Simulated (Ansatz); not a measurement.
The calculation's input:

```
crystal:
  periodic: [false, false, false]
  atoms:
    - {symbol: C, position_ang: [-1.003497, -0.584702, 0.314239]}
    - {symbol: N, position_ang: [0.148161, 0.282485, 0.405806]}
    - {symbol: B, position_ang: [1.114134, 0.530105, -0.552779]}
    - {symbol: Cl, position_ang: [1.071475, -0.238111, -2.138370]}
    - {symbol: Cl, position_ang: [2.431651, 1.647592, -0.184547]}
    - {symbol: H, position_ang: [-1.932462, -0.018859, 0.425939]}
    - {symbol: H, position_ang: [-1.013924, -1.071906, -0.658917]}
    - {symbol: H, position_ang: [-0.974648, -1.358229, 1.086320]}
    - {symbol: H, position_ang: [0.247610, 0.765327, 1.285107]}
basis:
  gaussian: {orbitals: def2-TZVPP}
hamiltonian: {xc: pbe0, dispersion: d4}
output: {orbitals: {seedname: orbitals}}
```

Run with:

```sh
ansatz run in.yaml --threads 4 --pin off --events-out ev --progress --plain --max-ram 10444MiB
```

Geometry: PBE0-D4/def2-TZVP.

Theory: RKS PBE0-D4/def2-TZVPP in Ansatz.

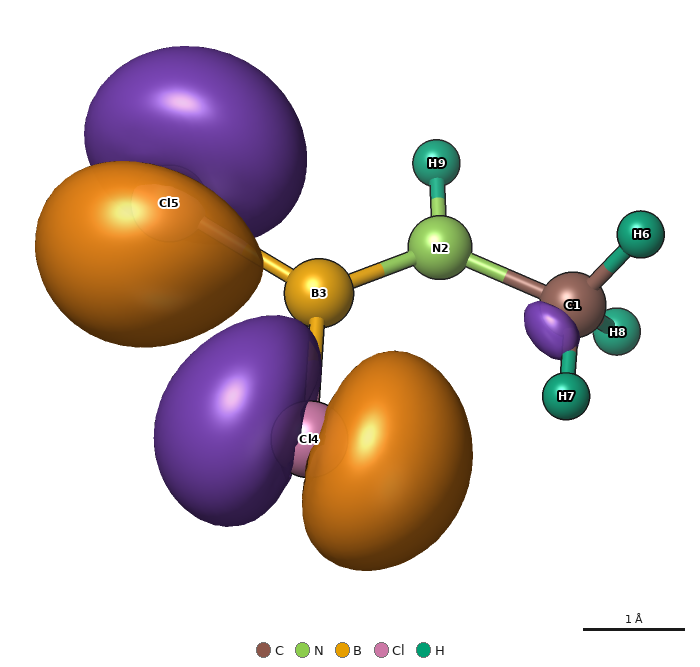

CH4BCl2N. The HOMO−1 at ±0.1 Å⁻³ᐟ² (orange and purple are the two phases), seen at a tilt.

Where does this orbital lie, and at what energy?

Answer. It lies mainly on Cl5 (about 50 %) and Cl4 (about 45 %); largely a combination of lone pairs on Cl5 and Cl4. Its energy is −8.73 eV.
